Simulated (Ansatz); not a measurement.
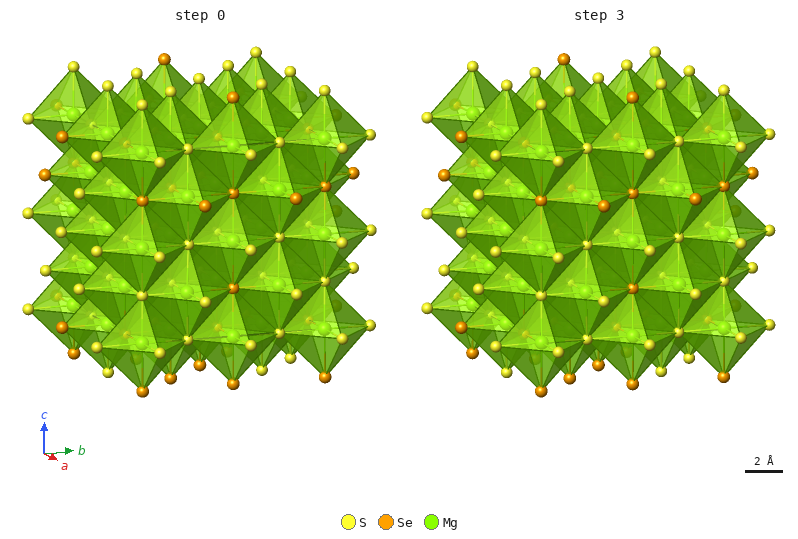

The structure of solid S₂₀Se₁₂Mg₃₂ (a generated structure, set up in P1) before (left) and after (right) a relaxation, at one scale.

A polyhedral model of the cell of the calculation, seen slightly off an axis.

Level of theory: DFT, PBEsol, PAW, plane waves (Ansatz). Set-up: plane-wave cutoff 420 eV; k-point mesh 1 × 1 × 1; mesh shifted by (0.25, 0.25, 0.25); no spin polarisation; cell relaxed at fixed shape; force threshold 0.03 eV/Å; at most 80 steps.

Describe what moved and what it gained.

Answer. After 3 geometry steps the energy has fallen by 0.746 eV per cell of the calculation. Largest force component: 0.63 eV/Å at the start, 0.014 eV/Å at the end. Pressure: 0.24 GPa at the start and −0.01 GPa at the end. The largest move relative to the cell is that of a Mg atom, 0.13 Å along [−3 −2 −1]. Largest moves by element: Mg 0.13 Å, S 0.08 Å, Se 0.06 Å. Cell: a = b = c 10.567 → 10.573 Å (+0.1 %). Volume +0.2 %. Near-neighbour distances that change, for instance: Mg–Se 2.595 → 2.747 Å, Mg–S 2.709 → 2.565 Å, Mg–S 2.725 → 2.582 Å, Mg–Se 2.581 → 2.708 Å. Bond angles that change, for instance: Mg–Se–Mg 88.3° → 93.1°, S–Mg–S 87.6° → 91.3°, Mg–Se–Mg 90.8° → 87.1°. The space group stays P1 (No. 1).
